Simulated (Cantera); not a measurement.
Charge: 1 mol Nb2O5, a varied amount of H2, 0.73 mol H2O, at 1150 K and 10.0 mbar.

Method: chemical equilibrium by Gibbs-energy minimisation in Cantera with the NASA 1993 tables (ideal gas, pure condensed phases). Candidate condensed phases: H2O, Nb, NbO, NbO2, Nb2O5; 12 gas species. Mutual solubility and eutectic melting of coexisting phases are not modelled. Condensed phases not in the tables: the oxides between NbO2 and Nb2O5. Rates play no part.

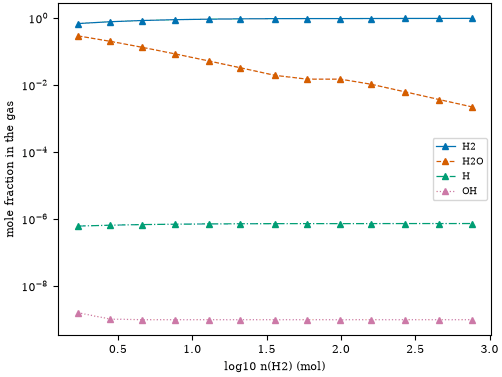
Fig. 1. Equilibrium gas composition (values under 1e-9 drawn at 1e-9)

From 1.7 mol H2 to 36 mol H2 the condensed part is Nb2O5(s). From 59 mol H2 to 99 mol H2 the condensed part is NbO2(s) + Nb2O5(s). From 160 mol H2 to 760 mol H2 the condensed part is NbO2(s).
